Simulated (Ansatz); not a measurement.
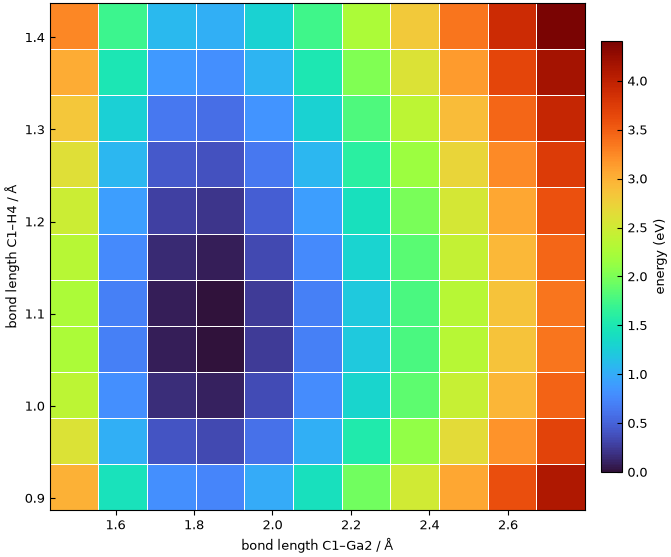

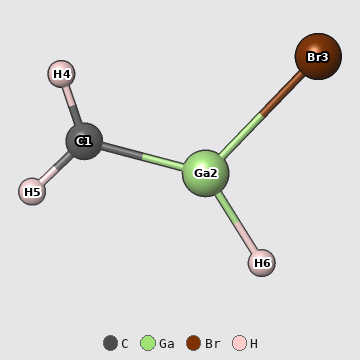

Energy landscape of CH₃BrGa, SMILES [CH2-][GaH][Br], charge −1. Coordinates scanned: (1) bond length C1–Ga2; (2) bond length C1–H4. Nothing is relaxed (all other coordinates rigid). Grid: 11 × 11 points. Points are written as (first, second). Energies are in eV, from the lowest grid point. The reference is spin-restricted, which grows unreliable where a bond is stretched far. Theory: RKS PBE0-D4/def2-TZVPD in Ansatz 0.2.0.

The picture shows one coloured cell a grid point. The second picture is the structure at the lowest point.

### Describe this landscape.

The lowest grid point is at (1.866 Å, 1.062 Å). It is the only kind of minimum in the scanned range. The highest grid point, (2.734 Å, 1.412 Å), lies 4.41 eV above the lowest. Round the minimum the two coordinates are nearly uncoupled.

Grid values (eV):

| bond length C1–H4 ↓, bond length C1–Ga2 → | 1.494 | 1.618 | 1.742 | 1.866 | 1.990 | 2.114 | 2.238 | 2.362 | 2.486 | 2.610 | 2.734 |
| --- | --- | --- | --- | --- | --- | --- | --- | --- | --- | --- | --- |
| 1.412 | 3.27 | 1.71 | 1.09 | 1.03 | 1.29 | 1.73 | 2.25 | 2.81 | 3.37 | 3.90 | 4.41 |
| 1.362 | 3.04 | 1.49 | 0.86 | 0.80 | 1.06 | 1.50 | 2.02 | 2.58 | 3.14 | 3.67 | 4.17 |
| 1.312 | 2.83 | 1.27 | 0.65 | 0.58 | 0.84 | 1.28 | 1.80 | 2.36 | 2.92 | 3.45 | 3.95 |
| 1.262 | 2.63 | 1.07 | 0.45 | 0.38 | 0.64 | 1.08 | 1.60 | 2.16 | 2.72 | 3.25 | 3.75 |
| 1.212 | 2.46 | 0.90 | 0.28 | 0.21 | 0.47 | 0.90 | 1.43 | 1.99 | 2.54 | 3.08 | 3.58 |
| 1.162 | 2.34 | 0.77 | 0.15 | 0.08 | 0.33 | 0.77 | 1.29 | 1.85 | 2.41 | 2.94 | 3.45 |
| 1.112 | 2.26 | 0.70 | 0.07 | 0.00 | 0.26 | 0.69 | 1.22 | 1.78 | 2.33 | 2.87 | 3.37 |
| 1.062 | 2.27 | 0.70 | 0.07 | 0.00 | 0.26 | 0.69 | 1.21 | 1.77 | 2.33 | 2.86 | 3.37 |
| 1.012 | 2.37 | 0.80 | 0.17 | 0.10 | 0.35 | 0.79 | 1.31 | 1.87 | 2.43 | 2.96 | 3.47 |
| 0.962 | 2.60 | 1.03 | 0.40 | 0.33 | 0.59 | 1.02 | 1.54 | 2.10 | 2.66 | 3.19 | 3.70 |
| 0.912 | 3.00 | 1.44 | 0.81 | 0.74 | 0.99 | 1.43 | 1.95 | 2.51 | 3.07 | 3.60 | 4.10 |

The whole map (121 points run) took 40 min on 1 thread of Arm Neoverse N1, with other jobs on the host.
